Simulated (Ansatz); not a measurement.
# CH2FNSi (SMILES FC1=N[SiH2]1): B2PLYP/6-311+G(d,p)

What is the vertical electron affinity of CH2FNSi at B2PLYP/6-311+G**? 

Program for the calculation: Ansatz 0.2.0.

93 further runs of the same task are left out: 93 set aside as unsound or not needed.

## (1) The molecule

The species is CH2FNSi (6 atoms), meant as a singlet with charge 0. SMILES: `FC1=N[SiH2]1`. The shape is that of a PBE0-D4/def2-TZVP optimisation.

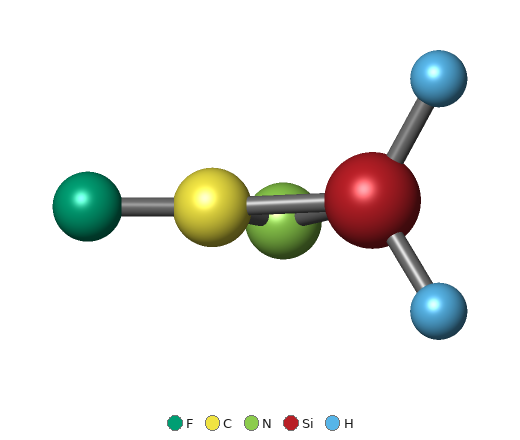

Viewed from a chosen angle; fluorine teal, carbon yellow, nitrogen green, silicon red, hydrogen blue.

## (2) A single-point energy at B2PLYP/6-311+G(d,p)

Input file job.yaml:

```yaml
basis:
  gaussian:
    orbitals: 6-311+G_st__st_-spherical.json
crystal:
  periodic: [false, false, false]
  atoms:
    - {symbol: F, position_ang: [1.423100, -1.608300, 0.851500]}
    - {symbol: C, position_ang: [0.513000, -0.815400, 0.333600]}
    - {symbol: N, position_ang: [-0.624100, -1.110900, -0.124500]}
    - {symbol: Si, position_ang: [-0.284400, 0.654600, -0.233900]}
    - {symbol: H, position_ang: [0.001700, 1.243400, -1.557500]}
    - {symbol: H, position_ang: [-0.987300, 1.572700, 0.684600]}
hamiltonian:
  xc: {name: B2PLYP}
correlation:
  frozen_orbitals: {C: 1, F: 1, H: 0, "N": 1, Si: 5}
accuracy: high
output:
  orbitals: {seedname: orbitals}
```

The basis set 6-311+G** is read from a file made from the Basis Set Exchange's data (not shown).

The run is started by

```sh
$ ansatz run job.yaml --threads 1 --pin off --max-ram 3480MiB --events-out events.jsonl --progress --plain --runs-dir runs
```

Output:

```text
Warning: RAYON_NUM_THREADS=1 ignored (pool sized by the plan → 1); use --threads N
Functional definition: B2PLYP
  name "B2PLYP"
  parameter a = 0.53
  parameter c = 0.27
  exchange = (1 - a)*b88_x + a*exact_x
  correlation = (1 - c)*lyp_c + c*(mp2_os + mp2_ss)
1948 factors; integrals over basis functions are off by at most 3.8e-9 eV
mean field evaluation 1: about -13135.4675 eV, gradient 4.9e1 eV
mean field evaluation 2: about -13135.8838 eV, gradient 4.8e1 eV
mean field evaluation 4: about -13140.5425 eV, gradient 7.4e0 eV
mean field evaluation 8: about -13140.6739 eV, gradient 5.6e-1 eV
mean field evaluation 16: about -13140.6750 eV, gradient 1.5e-4 eV
mean field -13140.67495285 eV, -482.9108974477 hartree, gradient 4.7e-8 eV, S^2 0.000000; 0 other end points of the search recorded, 0 dependent functions left out
8 core orbitals not correlated: weight in the atoms' cores, before any rotation towards them, 1.000 or more for the frozen orbitals, at most 0.000 for the correlated occupied ones
reference -13140.67497930 eV, -482.9108984198 hartree; 11, 11 occupied and 89, 89 virtual orbitals, 1948 factors
second order -20.45411263 eV of doubles, -0.00000000 eV of singles
Total energy: -13146.19758971 eV, -483.1138506090 hartree
```

Wall time 12 s (1 thread of Arm Neoverse V1, shared host); peak memory 0.32 GiB.

## (3) The doublet anion, same level

Input file molecule.yaml:

```yaml
basis:
  gaussian: {orbitals: 6-311+G_st__st_-spherical.json}
crystal:
  periodic: [false, false, false]
  atoms:
    - {symbol: F, position_ang: [1.423100, -1.608300, 0.851500]}
    - {symbol: C, position_ang: [0.513000, -0.815400, 0.333600]}
    - {symbol: "N", position_ang: [-0.624100, -1.110900, -0.124500]}
    - {symbol: Si, position_ang: [-0.284400, 0.654600, -0.233900]}
    - {symbol: H, position_ang: [0.001700, 1.243400, -1.557500]}
    - {symbol: H, position_ang: [-0.987300, 1.572700, 0.684600]}
total_charge: -1
magnetization: {spin_polarized: true, initial_magnetization: 1}
hamiltonian: {xc: {name: B2PLYP}}
correlation: {frozen_orbitals: {C: 1, F: 1, H: 0, "N": 1, Si: 5}}
accuracy: high
output: {orbitals: {seedname: orbitals}}
```

The basis set 6-311+G** is read from a file made from the Basis Set Exchange's data (not shown).

The run is started by

```sh
$ ansatz run molecule.yaml --threads 1 --pin off --max-ram 3480MiB --events-out events.jsonl --progress --plain --runs-dir runs
```

Output:

```text
Warning: RAYON_NUM_THREADS=1 ignored (pool sized by the plan → 1); use --threads N
[... 6 set-up lines as earlier in the session ...]
1947 factors; integrals over basis functions are off by at most 3.8e-9 eV
mean field evaluation 1: about -13135.9938 eV, gradient 3.1e1 eV
mean field evaluation 2: about -13136.0661 eV, gradient 3.1e1 eV
mean field evaluation 4: about -13140.0375 eV, gradient 2.8e0 eV
mean field evaluation 8: about -13140.0915 eV, gradient 3.3e-1 eV
mean field evaluation 16: about -13140.0948 eV, gradient 9.5e-3 eV
mean field evaluation 32: about -13140.0948 eV, gradient 2.2e-5 eV
mean field evaluation 64: about -13139.5729 eV, gradient 2.7e0 eV
mean field -13140.09478441 eV, -482.8895766508 hartree, gradient 9.9e-8 eV, S^2 0.752830; 6 other end points of the search recorded, 0 dependent functions left out
8 core orbitals not correlated: weight in the atoms' cores, before any rotation towards them, 1.000 or more for the frozen orbitals, at most 0.000 for the correlated occupied ones
reference -13140.09480607 eV, -482.8895774469 hartree; 12, 11 occupied and 88, 89 virtual orbitals, 1947 factors
second order -20.86662751 eV of doubles, -0.00000000 eV of singles
Total energy: -13145.72879550 eV, -483.0966227395 hartree
```

Wall time 35 s (1 thread of Arm Neoverse V1, shared host); peak memory 0.44 GiB.

## (4) Results

Level: B2PLYP/6-311+G**, 8 core orbitals frozen.

| quantity | value |
| --- | --- |
| singlet CH2FNSi: total energy | -483.11385 Eh |
| singlet CH2FNSi: HOMO energy (SCF part's orbitals) | -8.79 eV |
| singlet CH2FNSi: LUMO energy (SCF part's orbitals) | -0.25 eV |
| singlet CH2FNSi: HOMO–LUMO gap (SCF part's orbitals) | 8.54 eV |
| doublet anion: total energy | -483.09662 Eh |
| doublet anion: HOMO energy (SCF part's orbitals) (highest over α and β) | 1.44 eV |
| doublet anion: LUMO energy (SCF part's orbitals) (lowest over α and β) | 3.91 eV |
| doublet anion: ⟨S²⟩ | 0.753 |
| vertical electron affinity (to the doublet anion) | -0.469 eV |

The anion lies 0.47 eV (10.8 kcal/mol) above the neutral: the electron isn't bound at this level, and such a value depends on the basis. The HOMO (doublet anion) lies at positive energy, 1.44 eV; only total energies tell whether the electron is bound.
